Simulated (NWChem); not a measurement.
**HNO2 (nitrous acid) at B3LYP/6-31G(d) (spherical functions)**

What is the vertical singlet–triplet gap of HNO2 (nitrous acid) at B3LYP/6-31G* (spherical functions)? 

The calculation is run with NWChem 7.3.0.

5 further runs of the same task are left out: 5 set aside as unsound or not needed.

## Step 1: The structure to begin with

HNO2: 4 atoms, total charge 0, spin state singlet. SMILES: `O=NO`. The shape is that of a PBE0-D4/def2-TZVP optimisation.

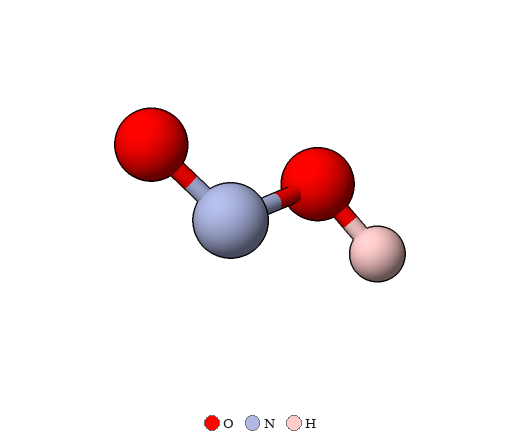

The structure, seen from a chosen angle (oxygen red, nitrogen light blue, hydrogen pink).

## Step 2: Energy and gradient at B3LYP/6-31G(d) (spherical functions)

Input file hno2.nw:

```
START hno2
memory total 2200 mb

GEOMETRY units angstrom noautosym nocenter noautoz
   O        0.413650       0.047230       1.437260
   N        0.320150      -0.419400       0.377370
   O       -0.362650       0.434660      -0.492650
   H       -0.371140      -0.062490      -1.321980
END

BASIS "ao basis" spherical bse
   O library 6-31G*
   N library 6-31G*
   H library 6-31G*
END

DFT
   xc b3lyp
   mult 1
   grid xfine
   convergence energy 1e-08
   iterations 100
   mulliken
   print medium
END

TASK dft gradient
```

The run is started by

```sh
$ nwchem hno2.nw > hno2.out
```

Output:

```text
[...]
          Wavefunction type:  closed shell.
          No. of atoms     :     4
          No. of electrons :    24
[...]
          Charge           :     0
          Spin multiplicity:     1
[...]
          AO basis - number of functions:    44
[...]
              XC Information
              --------------
                         B3LYP Method XC Potential
                     Hartree-Fock (Exact) Exchange  0.200
                        Slater Exchange Functional  0.800 local
                    Becke 1988 Exchange Functional  0.720 non-local
              Lee-Yang-Parr Correlation Functional  0.810
                  VWN I RPA Correlation Functional  0.190 local
[...]
 d= 0,ls=0.0,diis     1   -205.5740981961 -2.76D+02  2.92D-02  1.12D+00     1.5
[...]
 d= 0,ls=0.0,diis    10   -205.6893531725 -6.00D-09  1.20D-06  2.62D-09     8.9
         Total DFT energy =     -205.689353172547
      One electron energy =     -421.191205804147
           Coulomb energy =      169.309259108820
    Exchange-Corr. energy =      -24.361278693673
 Nuclear repulsion energy =       70.553872216452
[...]
      Total Density - Mulliken Population Analysis
     ---------------------------------------------
    Atom       Charge   Shell Charges
 -----------   ------   -------------------------------------------------------
    1 O    8     8.21   2.00  0.95  2.85  0.94  1.45  0.04
    2 N    7     6.73   2.00  0.90  2.19  0.79  0.75  0.11
    3 O    8     8.47   2.00  0.94  2.87  0.95  1.68  0.03
    4 H    1     0.58   0.47  0.11
[...]
  wavefunction    = closed shell
                         DFT ENERGY GRADIENTS
    atom               coordinates                        gradient
                 x          y          z           x          y          z
   1 O       0.781685   0.089252   2.716028   -0.002823  -0.015166  -0.033739
   2 N       0.604996  -0.792551   0.713126   -0.004912   0.025016   0.024163
   3 O      -0.685309   0.821388  -0.930974    0.007700  -0.014097   0.002613
   4 H      -0.701353  -0.118089  -2.498180    0.000036   0.004247   0.006964
[...]
```

Run time: 12 s. Hardware: 1 thread of AMD EPYC 7R43 (Zen 3), shared host; peak memory 0.12 GiB.

## Step 3: The triplet: the energy at UB3LYP/6-31G(d) (spherical functions)

Input file a.nw:

```
start a
title "HNO2 B3LYP"
memory total 2200 mb
charge 0
geometry units angstroms noautosym nocenter noautoz
  O        0.413650       0.047230       1.437260
  N        0.320150      -0.419400       0.377370
  O       -0.362650       0.434660      -0.492650
  H       -0.371140      -0.062490      -1.321980
end
basis "ao basis" spherical bse
  * library 6-31G*
end
dft
  xc b3lyp
  mult 3
  grid xfine
  convergence energy 1e-08
  maxiter 100
  mulliken
  print medium
end
task dft energy
```

The run is started by

```sh
$ nwchem a.nw > a.out
```

Output:

```text
[...]
          Wavefunction type:  spin polarized.
          No. of atoms     :     4
          No. of electrons :    24
[...]
          Charge           :     0
          Spin multiplicity:     3
[...]
          AO basis - number of functions:    44
[...]
              XC Information
              --------------
                         B3LYP Method XC Potential
                     Hartree-Fock (Exact) Exchange  0.200
                        Slater Exchange Functional  0.800 local
                    Becke 1988 Exchange Functional  0.720 non-local
              Lee-Yang-Parr Correlation Functional  0.810
                  VWN I RPA Correlation Functional  0.190 local
[...]
 d= 0,ls=0.0,diis     1   -205.5121398692 -2.76D+02  1.24D-02  2.19D-01     2.2
[...]
 d= 0,ls=0.0,diis    12   -205.5996830887 -3.91D-09  2.82D-07  1.29D-10    17.0
[...]
         Total DFT energy =     -205.599683088699
      One electron energy =     -421.226175181196
           Coulomb energy =      169.484449510920
    Exchange-Corr. energy =      -24.411829634876
 Nuclear repulsion energy =       70.553872216452
[...]
      Total Density - Mulliken Population Analysis
     ---------------------------------------------
    Atom       Charge   Shell Charges
 -----------   ------   -------------------------------------------------------
    1 O    8     8.17   2.00  0.95  2.84  0.94  1.41  0.04
    2 N    7     6.79   2.00  0.84  2.35  0.66  0.86  0.10
    3 O    8     8.47   2.00  0.94  2.86  0.96  1.67  0.04
    4 H    1     0.56   0.47  0.09
[...]
      <S2> =      2.0071 (Exact =     2.0000)
[...]
```

Run time: 18 s. Hardware: 1 thread of AMD EPYC 7R43 (Zen 3), shared host; peak memory 0.12 GiB.

## Step 4: Outcome

Level: B3LYP/6-31G* (spherical functions).

| quantity | value |
| --- | --- |
| singlet: total energy | -205.68935 Eh |
| singlet: dipole moment | 2.20 D |
| singlet: HOMO energy | -7.45 eV |
| singlet: LUMO energy | -2.00 eV |
| singlet: HOMO–LUMO gap | 5.46 eV |
| singlet: largest force on an atom | 1.908 eV/Å |
| triplet: total energy | -205.59968 Eh |
| triplet: dipole moment | 2.34 D |
| triplet: HOMO energy (highest over α and β) | -4.87 eV |
| triplet: LUMO energy (lowest over α and β) | -4.33 eV |
| triplet: ⟨S²⟩ | 2.007 |
| vertical energy of the triplet above the singlet | 2.440 eV |

What this shows: At this shape the triplet lies 2.44 eV (56 kcal/mol) above the singlet. The largest force (singlet) is 1.91 eV/Å: the shape isn't a stationary point for this species at this level. Mulliken charges (triplet) run from -0.47 on O3 to +0.44 on H4; they depend strongly on the basis.
